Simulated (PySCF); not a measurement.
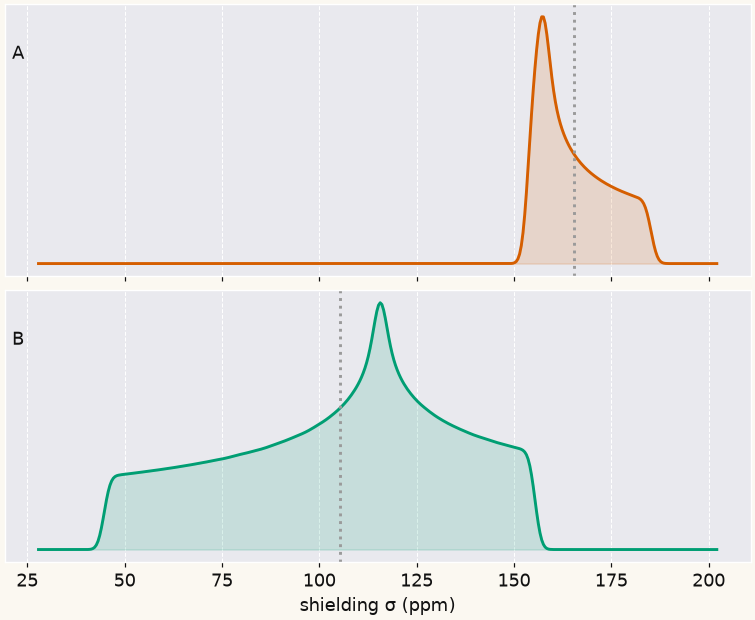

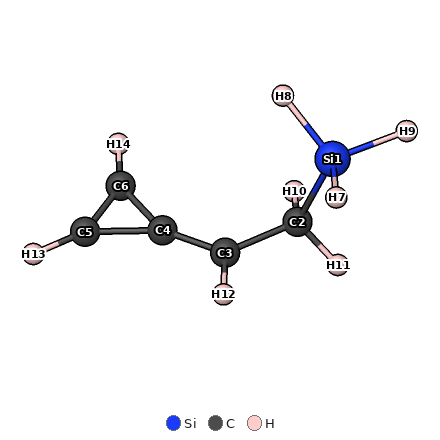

Static powder patterns (¹³C) from GIAO shielding tensors of C₅H₈Si, SMILES [SiH3]CC=C1C=C1, B97-D/pcSseg-1 with PySCF 2.14.0, at a PBE0-D3(BJ)/def2-SVP geometry (no frequency check); absolute shielding, one fixed geometry of the isolated molecule without any motion, no dipolar terms. The dotted line is the isotropic value; skew is 3(σiso − σ22)/span.

### The panels belong to C2 and C3. Which is which?

panel A: C2, σ11, σ22, σ33 = 154, 157, 185 ppm, isotropic 165, span 32 ppm, skew 0.75; panel B: C3, σ11, σ22, σ33 = 45, 116, 155 ppm, isotropic 105, span 111 ppm, skew −0.28.

Note: one conformer of a flexible molecule.
